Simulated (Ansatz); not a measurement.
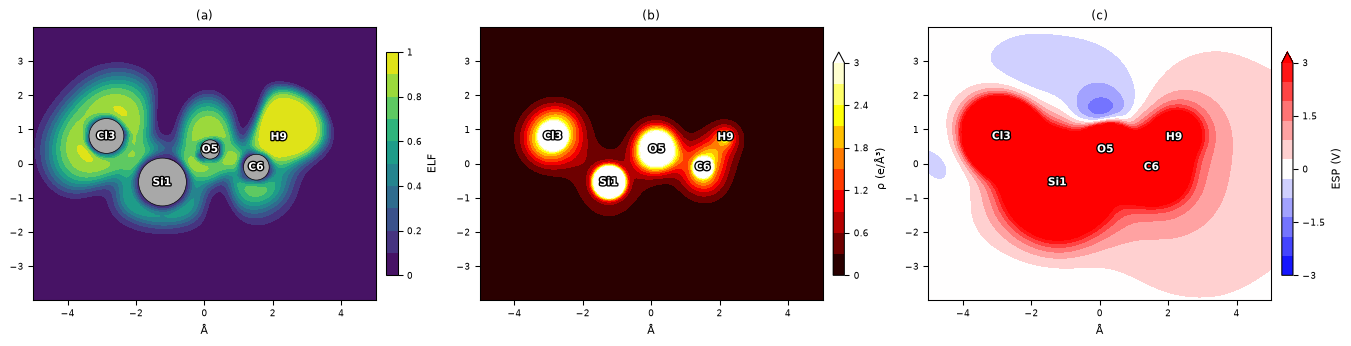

Figure. CH$_{3}$Cl$_{3}$OSi. (a) ELF; (b) electron density; (c) electrostatic potential on the plane of atoms Si1, O5 and C6. Grey discs cover the atomic cores in the ELF map.

All numbers below come from Ansatz 0.2.0, RKS LDA/6-31G.

The calculation's input:

```
crystal:
  periodic: [false, false, false]
  atoms:
    - { symbol: Si, position_ang: [0.0, 0.0, 0.0] }
    - { symbol: Cl, position_ang: [0.0, 0.0, 2.13] }
    - { symbol: Cl, position_ang: [2.0086, 0.0, -0.7093] }
    - { symbol: Cl, position_ang: [-1.0032, 1.7381, -0.7093] }
    - { symbol: O, position_ang: [-0.7913, -1.3709, -0.5594] }
    - { symbol: C, position_ang: [-1.5365, -2.2685, 0.2501] }
    - { symbol: H, position_ang: [-1.2251, -2.1576, 1.3097] }
    - { symbol: H, position_ang: [-2.6187, -2.04, 0.1571] }
    - { symbol: H, position_ang: [-1.349, -3.3106, -0.083] }
basis:
  gaussian: { orbitals: "6-31G" }
hamiltonian:
  xc: lda
relax:
  f_tol: 0.02
  max_steps: 40
output:
  orbitals: {}
```

Launched as:

```sh
ansatz run input.yaml --threads 1 --pin off --max-ram 2048MiB --backend cpu --events-out ev --progress --plain --runs-dir out
```

The fields are those of the run's last geometry, not of the input's.

Read the bonding off the picture.

- The plane passes through Si, Cl, O, C and H nuclei.
- C–O (1.45 Å): ρ at the midpoint is about 1.7 e/Å³, with its minimum of 1.4 e/Å³ about 0.5 Å from C; the ELF peaks at about 0.85 between the atoms: a shared but strongly polarised pair.
- Si–O (1.69 Å): ρ is about 0.91 e/Å³ halfway; the ELF peaks at about 0.85 between the atoms, as expected for a shared but strongly polarised pair.
- Si–Cl (2.12 Å): ρ is about 0.67 e/Å³ halfway, with its minimum of 0.55 e/Å³ about 0.8 Å from Si; the ELF peaks at about 0.80 between the atoms; a shared but strongly polarised pair.
- C–H (1.10 Å): ρ is about 1.9 e/Å³ halfway; the ELF climbs to about 1 towards the hydrogen, as it does in any bond to H (an ordinary covalent bond to hydrogen).
- The ELF also peaks beside Cl3 and O5, away from the bonds: lone-pair regions.
- Outside the dense part of the molecule the potential is most negative (−1.7 V) near O5.
